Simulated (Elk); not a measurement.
**Fe: spin-spiral energies**

Wanted: E(q) for Fe and its minimum.

Method: LDA (Perdew-Wang); all-electron APW+lo, Dirac cores, scalar-relativistic bands, in Elk 11.2.3 (patched build).

The database entry behind the starting cell differs from later determinations by our own check (an axis about 0.7 % long against later determinations), so it need not match the best structure at ambient conditions.

## (1) Starting point

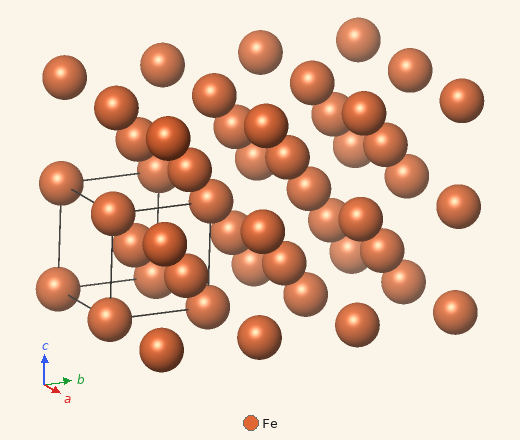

The starting structure, seen slightly off an axis (iron orange). 2×3×2 cells are drawn. This picture shows the conventional cell, with its axes. Some periodic images of atoms are drawn too.

## (2) Run at q = 0

The energies of all spirals count from this run, made with the same spinor basis and mesh so that errors cancel.

The moments start as ferro +, in the xy plane (a flat spiral, cone angle 90°).

The last three numbers of an atom's line are a seed field in its sphere. It points against the wanted moment and shrinks by the factor reducebf each loop.

elk.in

```
tasks
  0

xctype
  3

reducebf
  0.5

epsengy
  1e-06

maxscl
  100

rgkmax
  7.0

nempty
  12

swidth
  0.003

lmaxi
  3

spinsprl
  .true.

spinpol
  .true.

vqlss
  0.000000 0.000000 0.000000

sppath
  './'

avec
  -2.72687479783 2.72687479783 2.72687479783
  2.72687479783 -2.72687479783 2.72687479783
  2.72687479783 2.72687479783 -2.72687479783

atoms
  1
  'Fe.in'
  1
  0.0000000000 0.0000000000 0.0000000000   -0.140000 0.000000 0.000000

ngridk
  12 12 12
```

Command:

```bash
OMP_NUM_THREADS=2 elk
```

Numbers of over 12 decimals in the logs are rounded to 6 here.

The log of the run:

```text
┌─────────────────────────┐
│ Elk code version 11.2.3 │
└─────────────────────────┘

All units are atomic (Hartree, Bohr, etc.)

┌─────────────────────────────────────────────────┐
│ Ground-state run starting from atomic densities │
└─────────────────────────────────────────────────┘

Lattice vectors :
  -2.726874798       2.726874798       2.726874798
   2.726874798      -2.726874798       2.726874798
   2.726874798       2.726874798      -2.726874798

Reciprocal lattice vectors :
  0.2965383148E-16   1.152085404       1.152085404
   1.152085404      0.2965383148E-16   1.152085404
   1.152085404       1.152085404      0.2965383148E-16

Unit cell volume      :    81.10648601
Brillouin zone volume :    3.058327708

Muffin-tin inner radius fraction :   0.1000000000E-01

Nuclei treated as point charges

Species : 1 (Fe)
 parameters loaded from : Fe.in
 name : iron
 nuclear charge    :   -26.00000000
 electronic charge :    26.00000000
 atomic mass :    101799.2075
 muffin-tin radius :    2.336542848
 number of radial points in muffin-tin :    497
 inner part over the whole radius :   0.9819233484E-02
 number on inner part of muffin-tin    :    350
 approximate nuclear radius :   0.7160107270E-04
 number of mesh points to nuclear radius :    167
 atomic positions (lattice), magnetic fields (Cartesian) :
  1 :   0.00000000  0.00000000  0.00000000   -0.14000000  0.00000000  0.00000000

Total number of atoms per unit cell :    1
Total muffin-tin volume :    53.43303687
 ratio of muffin-tin to unit cell volume :   0.6588010343

Spin treatment :
 spin-polarised
 global magnetic field (Cartesian) :    0.000000000       0.000000000       0.000000000
 non-collinear magnetisation
 spin-spiral state assumed
  q-vector (lattice)   :    0.000000000       0.000000000       0.000000000
  q-vector (Cartesian) :    0.000000000       0.000000000       0.000000000
  q-vector length      :    0.000000000

Number of Bravais lattice symmetries :   48
Number of crystal symmetries         :   48
Crystal has inversion symmetry
Real symmetric eigensolver will be used

k-point grid :     12    12    12
k-point offset :    0.000000000       0.000000000       0.000000000
k-point set is reduced with full crystal symmetry group
Total number of k-points :       72

Muffin-tin radius times maximum |G+k| :    7.000000000
 using average radius
Maximum |G+k| for APW functions       :    2.995879150
Maximum (1/2)|G+k|²                   :    4.487645939
Maximum |G| for potential and density :    12.00000000
Constant for pseudocharge density :    7
 order of it for each species :   14
 order of it for pair densities of each species (exact exchange by exxq0 0: 14) :   10
Radial integration step length :    1

G-vector grid sizes :     20    20    20
Number of G-vectors :     2347

Maximum angular momentum used for
 APW functions            :    8
 outer part of muffin-tin :    6
 inner part of muffin-tin :    3

Total nuclear charge    :   -26.00000000
Total core charge       :    10.00000000
Total valence charge    :    16.00000000
Total excess charge     :    0.000000000
Total electronic charge :    26.00000000

Effective Wigner radius, rₛ :   0.9064236105

Number of empty states         :     12
Total number of valence states :     42
Total number of core states    :     10

Third-order local-orbitals added for an l without core states : T
Total number of local-orbitals :     23

Exchange-correlation functional :      3     0     0
 Perdew-Wang/Ceperley-Alder, Phys. Rev. B 45, 13244 (1992)
 gradient requirement :    0
 local density approximation (LDA)

Smearing type :    3
 Fermi-Dirac
Smearing width :   0.3000000000E-02
Effective electronic temperature (K) :    947.3250744

Mixing type :    3
 Broyden mixing, J. Phys. A: Math. Gen. 17, L317 (1984)

Kohn-Sham potential initialised from atomic data

┌──────────────────────────────┐
│ Self-consistent loop started │
└──────────────────────────────┘

┌─────────────────┐
│ Loop number : 1 │
└─────────────────┘

Energies :
 Fermi                       :     0.188540
 sum of occupied eigenvalues :     -737.48634194583
 electron kinetic            :      1285.1589587045
 core electron kinetic       :      1146.0665329684
 Coulomb                     :     -2502.3163700436
 Coulomb potential           :     -1952.1643517911
 nuclear-nuclear             :     -225.54407463171
 electron-nuclear            :     -2610.3693721546
 Hartree                     :      333.59707674268
 Madelung                    :     -1526.2341941481
 xc potential                :     -70.357395468257
 xc effective B-field        :    -0.112048
 external B-field            :      0.000000
 exchange                    :     -51.300667671734
 correlation                 :     -2.217846
 electron entropic           :    -0.80264700448960E-03
 total energy                :     -1270.6767278076
 (external B-field energy excluded from total)

Density of states at Fermi energy :    26.76401318
 (states/Hartree/unit cell)

Estimated indirect band gap :   0.4025199345E-03
 from k-point 68 to k-point 1
Estimated direct band gap   :   0.6779439691E-02
 at k-point 2

Charges :
 core                        :    10.00000000
 valence                     :    16.00000000
 interstitial                :    1.083175276
 muffin-tins (core leakage)
  species : 1 (Fe)
   atom 1                    :    24.91682472     ( -0.3589114961E-05)
 total in muffin-tins        :    24.91682472
 total calculated charge     :    26.00013075
 total charge                :    26.00000000
 error                       :   0.1307512202E-03

Moments :
 interstitial                :  -0.2907776167E-01 -0.1292434353E-10 -0.1849880203E-10
 muffin-tins
  species : 1 (Fe)
   atom 1                    :    2.408748076     -0.9326319032E-11  0.4553511593E-11
 total in muffin-tins        :    2.408748076     -0.9326319032E-11  0.4553511593E-11
 total moment                :    2.379670314     -0.2225066256E-10 -0.1394529043E-10

┌─────────────────┐
│ Loop number : 2 │
└─────────────────┘

Energies :
 Fermi                       :     0.188934
 sum of occupied eigenvalues :     -737.48857237623
 electron kinetic            :      1284.9705852741
 core electron kinetic       :      1145.9552235839
 Coulomb                     :     -2502.3763889856
 Coulomb potential           :     -1952.1367619342
 nuclear-nuclear             :     -225.54407463171
 electron-nuclear            :     -2610.5176295703
 Hartree                     :      333.68531521636
 Madelung                    :     -1526.3080080186
 xc potential                :     -70.201261786554
 xc effective B-field        :    -0.112187
 external B-field            :      0.000000
 exchange                    :     -51.306168107870
 correlation                 :     -2.217998
 electron entropic           :    -0.80096776122596E-03
 total energy                :     -1270.9307711081
 (external B-field energy excluded from total)

Density of states at Fermi energy :    26.69300171
 (states/Hartree/unit cell)

Estimated indirect band gap :   0.3817362896E-03
 from k-point 51 to k-point 1
Estimated direct band gap   :   0.6767905710E-02
 at k-point 2

Charges :
 core                        :    10.00000000
 valence                     :    16.00000000
 interstitial                :    1.081007665
 muffin-tins (core leakage)
  species : 1 (Fe)
   atom 1                    :    24.91899233     ( -0.3589114568E-05)
 total in muffin-tins        :    24.91899233
 total calculated charge     :    26.00013069
 total charge                :    26.00000000
 error                       :   0.1306884673E-03

Moments :
 interstitial                :  -0.2891376950E-01  0.6822272402E-07  0.8770779824E-08
 muffin-tins
  species : 1 (Fe)
   atom 1                    :    2.410306399      0.4424170308E-06  0.1422231394E-07
 total in muffin-tins        :    2.410306399      0.4424170308E-06  0.1422231394E-07
 total moment                :    2.381392629      0.5106397549E-06  0.2299309377E-07

RMS change in Kohn-Sham potential (target) :   0.3883473276     (  0.1000000000E-05)
Absolute change in total energy (target)   :   0.2540433005     (  0.1000000000E-05)

[... loops 3 to 17 left out ...]

┌──────────────────┐
│ Loop number : 18 │
└──────────────────┘

Energies :
 Fermi                       :     0.280700
 sum of occupied eigenvalues :     -735.59087157289
 electron kinetic            :      1287.0401336583
 core electron kinetic       :      1146.2844908240
 Coulomb                     :     -2503.9576724432
 Coulomb potential           :     -1951.6080262394
 nuclear-nuclear             :     -225.54407463171
 electron-nuclear            :     -2614.2234895133
 Hartree                     :      335.80989170186
 Madelung                    :     -1528.1536593235
 xc potential                :     -70.920782552563
 xc effective B-field        :    -0.102196
 external B-field            :      0.000000
 exchange                    :     -51.432579079097
 correlation                 :     -2.222620
 electron entropic           :    -0.78092766980771E-03
 total energy                :     -1270.5735185109
 (external B-field energy excluded from total)

Density of states at Fermi energy :    26.71908990
 (states/Hartree/unit cell)

Estimated indirect band gap :   0.8075586701E-03
 from k-point 40 to k-point 63
Estimated direct band gap   :   0.4067165408E-02
 at k-point 61

Charges :
 core                        :    10.00000000
 valence                     :    16.00000000
 interstitial                :    1.031055952
 muffin-tins (core leakage)
  species : 1 (Fe)
   atom 1                    :    24.96894405     ( -0.3589114792E-05)
 total in muffin-tins        :    24.96894405
 total calculated charge     :    26.00012572
 total charge                :    26.00000000
 error                       :   0.1257235467E-03

Moments :
 interstitial                :  -0.2969151920E-01  0.4986763951E-05  0.9131707999E-06
 muffin-tins
  species : 1 (Fe)
   atom 1                    :    2.290864437      0.7990259792E-03  0.5869813657E-05
 total in muffin-tins        :    2.290864437      0.7990259792E-03  0.5869813657E-05
 total moment                :    2.261172917      0.8040127432E-03  0.6782984457E-05

RMS change in Kohn-Sham potential (target) :   0.3275452072E-06 (  0.1000000000E-05)
Absolute change in total energy (target)   :   0.9249870345E-06 (  0.1000000000E-05)

Convergence targets achieved

┌──────────────────┐
│ Loop number : 19 │
└──────────────────┘

Energies :
 Fermi                       :     0.280700
 sum of occupied eigenvalues :     -735.59087152305
 electron kinetic            :      1287.0401335642
 core electron kinetic       :      1146.2844908092
 Coulomb                     :     -2503.9576723015
 Coulomb potential           :     -1951.6080262355
 nuclear-nuclear             :     -225.54407463171
 electron-nuclear            :     -2614.2234892232
 Hartree                     :      335.80989155341
 Madelung                    :     -1528.1536591837
 xc potential                :     -70.920782441915
 xc effective B-field        :    -0.102196
 external B-field            :      0.000000
 exchange                    :     -51.432579064892
 correlation                 :     -2.222620
 electron entropic           :    -0.78092795946783E-03
 total energy                :     -1270.5735184499
 (external B-field energy excluded from total)

Density of states at Fermi energy :    26.71910512
 (states/Hartree/unit cell)

Estimated indirect band gap :   0.8075365079E-03
 from k-point 40 to k-point 63
Estimated direct band gap   :   0.4067149001E-02
 at k-point 61

Charges :
 core                        :    10.00000000
 valence                     :    16.00000000
 interstitial                :    1.031055956
 muffin-tins (core leakage)
  species : 1 (Fe)
   atom 1                    :    24.96894404     ( -0.3589114982E-05)
 total in muffin-tins        :    24.96894404
 total calculated charge     :    26.00012572
 total charge                :    26.00000000
 error                       :   0.1257235409E-03

Moments :
 interstitial                :  -0.2969161844E-01  0.4543200666E-05  0.9121516842E-06
 muffin-tins
  species : 1 (Fe)
   atom 1                    :    2.290864188      0.8332443114E-03  0.6004918319E-05
 total in muffin-tins        :    2.290864188      0.8332443114E-03  0.6004918319E-05
 total moment                :    2.261172570      0.8377875120E-03  0.6917070003E-05

┌──────────────────────────────┐
│ Self-consistent loop stopped │
└──────────────────────────────┘

Wrote STATE.OUT
```

Elapsed: 57 s, on 2 threads of Intel Xeon 6975P-C (Granite Rapids), shared host; peak memory 0.07 GiB; 1.8 min of CPU time.

Spin moment in the muffin-tin sphere by atom:

| atom | x (μB) | y (μB) | z (μB) | size |
| --- | --- | --- | --- | --- |
| Fe1 | 2.29 | 0.00 | 0.00 | 2.29 |

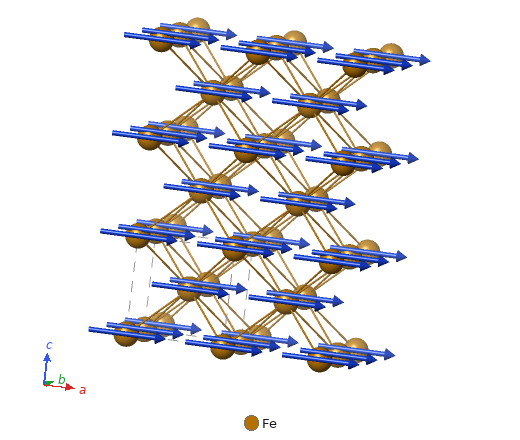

Spin moment in the muffin-tin sphere as arrows, the longest 2.29 μB. 2×2×3 conventional cells are drawn. Some periodic images of atoms are drawn too.

Read from the output:

- density of states at the Fermi level: 0.9819 states/eV/cell
- moment between the spheres: -0.02969, 0, 0 μB
- magnetization: 2.261, 8.38e-4, 0 μB
- final state: ferromagnetic

After 19 cycles the largest moment stands at 2.29 μB.

## (3) One pass at q = (0.5, -0.5, 0.5)

One diagonalisation in the potential of q = 0; by the force theorem the spiral's energy is the band energy with the smearing's entropy term, less that of a like pass at q = 0. The total energy that such a pass prints is not self-consistent and is not used.

elk.in: that of step 2 with these lines changed.

```diff
@@ -1,3 +1,3 @@
 tasks
-  0
+  1
 
@@ -13,3 +13,3 @@
 maxscl
-  100
+  1
 
@@ -34,3 +34,3 @@
 vqlss
-  0.000000 0.000000 0.000000
+  0.500000 -0.500000 0.500000
 
@@ -48,3 +48,3 @@
   1
-  0.0000000000 0.0000000000 0.0000000000   -0.140000 0.000000 0.000000
+  0.0000000000 0.0000000000 0.0000000000   -0.000140 0.000000 0.000000
```

Command:

```bash
OMP_NUM_THREADS=2 elk
```

The log of the run:

```text
┌─────────────────────────┐
│ Elk code version 11.2.3 │
└─────────────────────────┘

All units are atomic (Hartree, Bohr, etc.)

┌──────────────────────────────────────────┐
│ Ground-state run resuming from STATE.OUT │
└──────────────────────────────────────────┘

Lattice vectors :
  -2.726874798       2.726874798       2.726874798
   2.726874798      -2.726874798       2.726874798
   2.726874798       2.726874798      -2.726874798

Species : 1 (Fe)
 muffin-tin radius :    2.336542848
 atomic positions (lattice), magnetic fields (Cartesian) :
  1 :   0.00000000  0.00000000  0.00000000    0.00000000  0.00000000  0.00000000

Total number of atoms per unit cell :    1
Total muffin-tin volume :    53.43303687
 ratio of muffin-tin to unit cell volume :   0.6588010343

Spin treatment :
 spin-polarised
 global magnetic field (Cartesian) :    0.000000000       0.000000000       0.000000000
 non-collinear magnetisation
 spin-spiral state assumed
  q-vector (lattice)   :   0.5000000000     -0.5000000000      0.5000000000
  q-vector (Cartesian) :    0.000000000       1.152085404      0.1482691574E-16
  q-vector length      :    1.152085404

Number of Bravais lattice symmetries :    8
Number of crystal symmetries         :    8
Crystal has no inversion symmetry
Complex Hermitian eigensolver will be used

k-point grid :     12    12    12
k-point offset :    0.000000000       0.000000000       0.000000000
k-point set is reduced with full crystal symmetry group
Total number of k-points :      294

Muffin-tin radius times maximum |G+k| :    7.000000000
 using average radius
Maximum |G+k| for APW functions       :    2.995879150
Maximum (1/2)|G+k|²                   :    4.487645939
Maximum |G| for potential and density :    12.00000000
Constant for pseudocharge density :    7
 order of it for each species :   14
 order of it for pair densities of each species (exact exchange by exxq0 0: 14) :   10
Radial integration step length :    1

G-vector grid sizes :     20    20    20
Number of G-vectors :     2347

Maximum angular momentum used for
 APW functions            :    8
 outer part of muffin-tin :    6

Number of empty states         :     12
Total number of valence states :     42
Total number of core states    :     10

Third-order local-orbitals added for an l without core states : T
Total number of local-orbitals :     23

Exchange-correlation functional :      3     0     0
 Perdew-Wang/Ceperley-Alder, Phys. Rev. B 45, 13244 (1992)
 gradient requirement :    0
 local density approximation (LDA)

Smearing type :    3
 Fermi-Dirac
Smearing width :   0.3000000000E-02
Effective electronic temperature (K) :    947.3250744

Mixing type :    3
 Broyden mixing, J. Phys. A: Math. Gen. 17, L317 (1984)

Potential read in from STATE.OUT

┌──────────────────────────────┐
│ Self-consistent loop started │
└──────────────────────────────┘

┌─────────────────┐
│ Loop number : 1 │
└─────────────────┘

Reached self-consistent loops maximum

Energies :
 Fermi                       :     0.296419
 sum of occupied eigenvalues :     -735.57304337111
 electron kinetic            :      1286.8845280332
 core electron kinetic       :      1146.2861229832
 Coulomb                     :     -2503.8168593913
 Coulomb potential           :     -1951.7912036629
 nuclear-nuclear             :     -225.54407463171
 electron-nuclear            :     -2613.7381952246
 Hartree                     :      335.46541046504
 Madelung                    :     -1527.9212575598
 xc potential                :     -70.575961849636
 xc effective B-field        :    -0.80433801111161E-01
 external B-field            :      0.000000
 exchange                    :     -51.399590420920
 correlation                 :     -2.223414
 electron entropic           :    -0.22905089910433E-02
 total energy                :     -1270.5576259410
 (external B-field energy excluded from total)

Density of states at Fermi energy :    78.83447885
 (states/Hartree/unit cell)

Estimated indirect band gap :   0.3449338537E-03
 from k-point 269 to k-point 291
Estimated direct band gap   :   0.2610478134E-02
 at k-point 286

Charges :
 core                        :    10.00000000
 valence                     :    16.00000000
 interstitial                :    1.040986479
 muffin-tins (core leakage)
  species : 1 (Fe)
   atom 1                    :    24.95901352     ( -0.3589114787E-05)
 total in muffin-tins        :    24.95901352
 total calculated charge     :    25.99986135
 total charge                :    26.00000000
 error                       :   0.1386491882E-03

Moments :
 interstitial                :   0.2535317947E-02  0.3482820479E-04 -0.5238081836E-05
 muffin-tins
  species : 1 (Fe)
   atom 1                    :    2.108313998      0.8286014632E-03  0.5681651150E-04
 total in muffin-tins        :    2.108313998      0.8286014632E-03  0.5681651150E-04
 total moment                :    2.110849316      0.8634296680E-03  0.5157842967E-04

┌──────────────────────────────┐
│ Self-consistent loop stopped │
└──────────────────────────────┘
```

It took 9.8 s on 2 threads; peak memory 0.07 GiB.

Numbers from this step:

```yaml
magnetization: 2.111, 8.63e-4, 0 μB
final_state: spiral
largest_moment: 2.108 μB
```

Moments of a spiral are printed for the first cell, in the frame that turns with it; over the crystal the turning parts cancel.

By that sum this spiral lies +444.1 meV a seeded atom from q = 0.

[end of part 1 of 2]

[Logs and program files are shortened in this print: banners, set-up blocks, solver, clock and traceback lines can be left out without a mark of their own.]

[Logs are printed without paths, hosts, clocks, repeated set-up lines and the standing remarks that a program may print on its own settings, such as how far it seeks lower states.]

[Hosts, paths, dates, database ids (printed as entryN), source tags and the programs' standing remarks are cut or masked in the printed files.]

[Where a cell is said to come from a database of computed structures, the database is the Materials Project.]
